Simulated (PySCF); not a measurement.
SMILES B[SiH2]CC(C)=O, singlet at its GFN2-xTB optimised geometry (Å):

```
15

B     -2.2298    -2.8907    -1.8335
Si    -1.0588    -1.3253    -1.8839
C     -0.7704    -0.8117    -0.0356
C     -0.1444     0.5354     0.0000
C      1.3661     0.5354     0.0000
O     -0.7920     1.5564     0.0000
H     -1.8016    -3.9755    -1.7437
H     -3.3943    -2.7873    -1.8589
H      0.3014    -1.5315    -2.4292
H     -1.5494    -0.1263    -2.5785
H     -1.7411    -0.7760     0.4566
H     -0.1453    -1.5564     0.4520
H      1.7270     0.1430     0.9492
H      1.7351    -0.1044    -0.7975
H      1.7411     1.5468    -0.1313
```

Method: B3LYP/def2-TZVP in PySCF. Cells within 0.4 Å of a nucleus heavier than hydrogen are left out (blank, or x).

Map of the deformation density (molecule minus spherical neutral atoms) (e/bohr³) on the plane z = 0.0 Å:

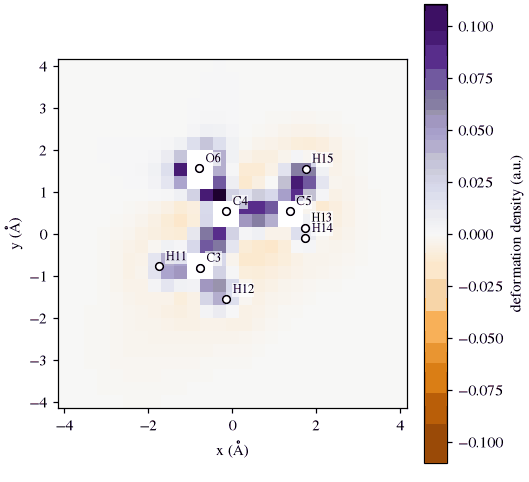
Deformation density (molecule minus spherical neutral atoms) (e/bohr³) on the plane z = 0.0 Å.
